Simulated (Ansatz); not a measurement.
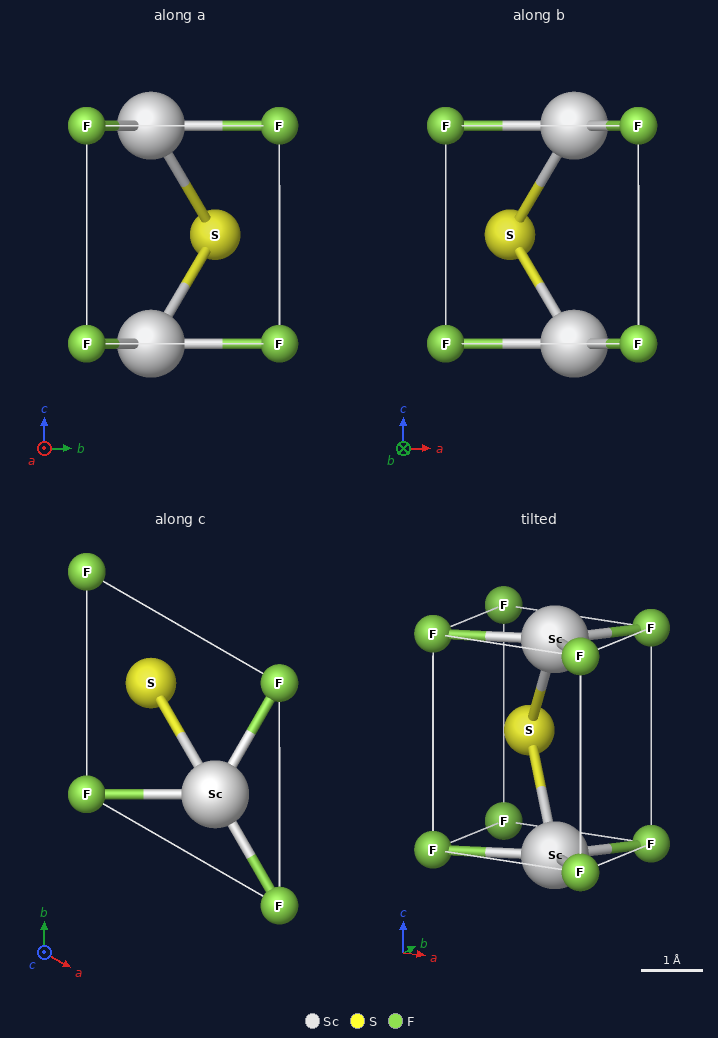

The crystal in a ball-and-stick representation, seen along the a axis, along the b axis, along the c axis and slightly off an axis. The wireframe shows the conventional unit cell.

Lattice parameters: a = 3.6858 Å, b = 3.6858 Å, c = 3.6110 Å, α = 90.000°, β = 90.000°, γ = 120.000°.

Question: Express the structure as a CIF with its space group and independent sites.

Answer:
```cif
data_structure
_symmetry_space_group_name_H-M 'P -6 m 2'
_symmetry_Int_Tables_number 187
_cell_length_a 3.6858
_cell_length_b 3.6858
_cell_length_c 3.6110
_cell_angle_alpha 90.000
_cell_angle_beta 90.000
_cell_angle_gamma 120.000
_cell_volume 42.48
loop_
_atom_site_label
_atom_site_type_symbol
_atom_site_symmetry_multiplicity
_atom_site_Wyckoff_symbol
_atom_site_fract_x
_atom_site_fract_y
_atom_site_fract_z
_atom_site_occupancy
Sc1 Sc 1 e 0.6667 0.3333 0.0000 1
S1 S 1 d 0.3333 0.6667 0.5000 1
F1 F 1 a 0.0000 0.0000 0.0000 1
```

The cell started as a structure type filled with these elements by a generator (whether the compound takes this form wasn't checked). The final geometry of a relaxation with DFT PBE+D3(BJ), scalar-relativistic, plane waves, PAW in Ansatz 0.2.0 is shown.
